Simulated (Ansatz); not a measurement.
# InPH4O (SMILES O[PH][InH2]): BHLYP/def2-SVPD (core potential)

What is the vertical ionisation energy of InPH4O at BHLYP/def2-SVPD (core potential)? 

The results are computed with Ansatz 0.2.0.

53 further runs of the same task are left out: 53 set aside as unsound or not needed. Runs told in other sessions of the task aren't counted.

**1. The system as given**

The species is InPH4O (7 atoms), meant as a singlet with charge 0. As SMILES, `O[PH][InH2]`. The shape is that of a PBE0-D4/def2-TZVP optimisation. This is one conformer, not always the lowest.

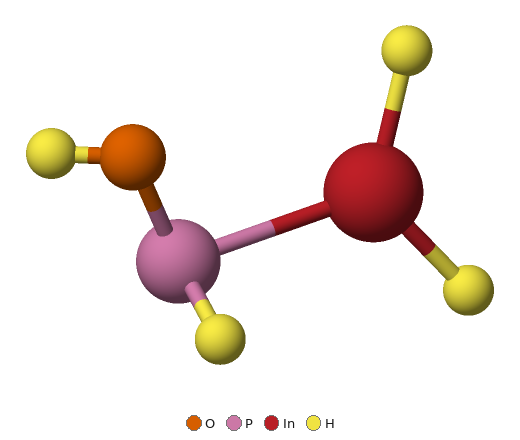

Viewed from a chosen angle; oxygen orange, phosphorus pink, indium red, hydrogen yellow.

**2. The energy at BHLYP/def2-SVPD (core potential)**

molecule.yaml reads:

```yaml
crystal:
  periodic: [false, false, false]
  atoms:
    - symbol: O
      position_ang: [-1.844500, 0.146900, 0.079200]
    - symbol: P
      position_ang: [-0.622800, -0.370000, -0.935500]
    - symbol: In
      position_ang: [1.396900, 0.365900, 0.345900]
    - symbol: H
      position_ang: [-2.634300, 0.311800, -0.441900]
    - symbol: H
      position_ang: [-0.483700, -1.722100, -0.492200]
    - symbol: H
      position_ang: [1.278200, 1.623200, 1.518000]
    - symbol: H
      position_ang: [2.910100, -0.355700, -0.073500]
basis:
  gaussian:
    orbitals: def2-SVPD
hamiltonian:
  xc: {name: BHLYP}
accuracy: high
output: {orbitals: {seedname: orbitals}}
```

On the command line:

```sh
$ ansatz run molecule.yaml --threads 1 --pin off --max-ram 3480MiB --events-out events.jsonl --progress --plain --runs-dir runs
```

Standard output:

```text
Warning: RAYON_NUM_THREADS=1 ignored (pool sized by the plan → 1); use --threads N
Functional definition: BHLYP
  name "BHLYP"
  parameter a = 0.5
  exchange = (1 - a)*b88_x + a*exact_x
  correlation = lyp_c
2372 factors; integrals over basis functions are off by at most 3.2e-9 eV
mean field evaluation 1: about -16563.3294 eV, gradient 4.1e1 eV
mean field evaluation 2: about -16561.0954 eV, gradient 5.4e1 eV
mean field evaluation 4: about -16566.3823 eV, gradient 9.3e-1 eV
mean field evaluation 8: about -16566.5715 eV, gradient 7.8e-2 eV
mean field evaluation 16: about -16566.5715 eV, gradient 4.9e-5 eV
mean field -16566.57150532 eV, -608.8102735951 hartree, gradient 6.5e-8 eV, S^2 0.000000; 0 other end points of the search recorded, 0 dependent functions left out
reference -16566.57153399 eV, -608.8102746487 hartree; 24, 24 occupied and 87, 87 virtual orbitals, 2372 factors
Total energy: -16566.57153399 eV, -608.8102746487 hartree
```

It took 16 s on 1 thread of Arm Neoverse V1, shared host; peak memory 0.42 GiB.

**3. The doublet cation**

in.yaml reads:

```yaml
crystal:
  periodic: [false, false, false]
  atoms:
    - symbol: O
      position_ang: [-1.844500, 0.146900, 0.079200]
    - symbol: P
      position_ang: [-0.622800, -0.370000, -0.935500]
    - symbol: In
      position_ang: [1.396900, 0.365900, 0.345900]
    - symbol: H
      position_ang: [-2.634300, 0.311800, -0.441900]
    - symbol: H
      position_ang: [-0.483700, -1.722100, -0.492200]
    - symbol: H
      position_ang: [1.278200, 1.623200, 1.518000]
    - symbol: H
      position_ang: [2.910100, -0.355700, -0.073500]
basis:
  gaussian: {orbitals: def2-SVPD}
total_charge: 1
magnetization: {spin_polarized: true, initial_magnetization: 1}
hamiltonian: {xc: {name: BHLYP}}
accuracy: high
output: {orbitals: {seedname: orbitals}}
```

On the command line:

```sh
$ ansatz run in.yaml --threads 1 --pin off --max-ram 3480MiB --events-out events.jsonl --progress --plain --runs-dir runs
```

Standard output:

```text
Warning: RAYON_NUM_THREADS=1 ignored (pool sized by the plan → 1); use --threads N
[... 5 set-up lines as earlier in the session ...]
2372 factors; integrals over basis functions are off by at most 3.2e-9 eV
mean field evaluation 1: about -16548.6889 eV, gradient 5.0e1 eV
mean field evaluation 2: about -16519.2154 eV, gradient 9.0e1 eV
mean field evaluation 4: about -16557.9512 eV, gradient 2.0e0 eV
mean field evaluation 8: about -16558.0307 eV, gradient 3.0e-1 eV
mean field evaluation 16: about -16558.0370 eV, gradient 4.4e-3 eV
mean field evaluation 32: about -16558.0370 eV, gradient 5.6e-7 eV
mean field -16558.03698368 eV, -608.4966357098 hartree, gradient 4.9e-8 eV, S^2 0.759760; 0 other end points of the search recorded, 0 dependent functions left out
reference -16558.03701413 eV, -608.4966368286 hartree; 24, 23 occupied and 87, 88 virtual orbitals, 2372 factors
Total energy: -16558.03701413 eV, -608.4966368286 hartree
```

Run time: 30 s. Hardware: 1 thread of Arm Neoverse V1, shared host; peak memory 0.58 GiB.

**4. What came out**

At BHLYP/def2-SVPD (core potential):

| quantity | value |
| --- | --- |
| singlet InPH4O: total energy | -608.81027 Eh |
| singlet InPH4O: HOMO energy | -7.48 eV |
| singlet InPH4O: LUMO energy | -1.16 eV |
| singlet InPH4O: HOMO–LUMO gap | 6.32 eV |
| doublet cation: total energy | -608.49664 Eh |
| doublet cation: HOMO energy (highest over α and β) | -14.22 eV |
| doublet cation: LUMO energy (lowest over α and β) | -9.63 eV |
| doublet cation: ⟨S²⟩ | 0.760 |
| vertical ionisation energy (to the doublet cation) | 8.535 eV |

The vertical ionisation energy comes to 8.53 eV (823 kJ/mol). −ε(HOMO) before ionisation, 7.48 eV, is 1.05 eV below this ionisation energy.
